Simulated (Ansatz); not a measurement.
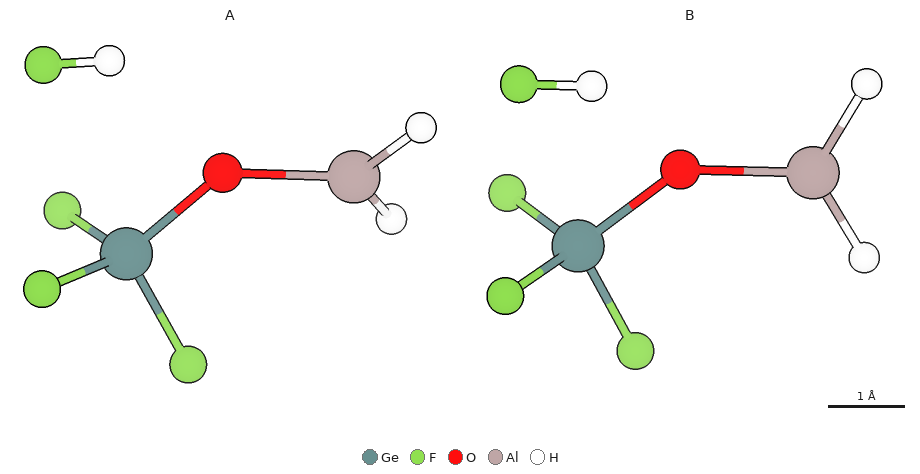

Two geometries of AlGeH$_{3}$OF$_{4}$, drawn at one scale. One is the start of a relaxation, the other its converged end. The picture is a ball-and-stick view, seen at a tilt.

Theory: RKS PBE-D4/def2-SVP (Ansatz). Settings: no spin polarisation; force threshold 0.03 eV/Å; at most 50 steps.

Question: Which one is relaxed?

Answer: Structure B is the relaxed one. The run prepares an end point of a later path (reaction) calculation, from a guessed geometry. The atom that moves furthest after the best rigid fit is an H atom (0.78 Å). By element the largest moves are H 0.78 Å, F 0.38 Å, Ge 0.16 Å, O 0.10 Å, Al 0.08 Å. Some distances before and after: F–Ge 2.875 → 2.543 Å, F–H 0.933 → 0.958 Å, Al–H 1.598 → 1.587 Å, Ge–O 1.763 → 1.772 Å. Bond angles that change, for instance: Ge–O–Al 128.8° → 135.4°, F–Ge–F 110.6° → 113.4°. Groups turn about Al–O by about 25°. Over 16 accepted moves (17 points after the start) the energy falls by 11.2 kJ/mol. The largest force component goes from 0.39 to 0.023 eV/Å. The line search rejected the trial step at point 9 of the run. The run took 34 s on 4 threads of Arm Neoverse V1, on a shared host, peak memory 0.21 GiB.

Limits of the set-up: the start holds two separate molecules, 2.2 Å apart at their closest, whose relative position is a soft coordinate.
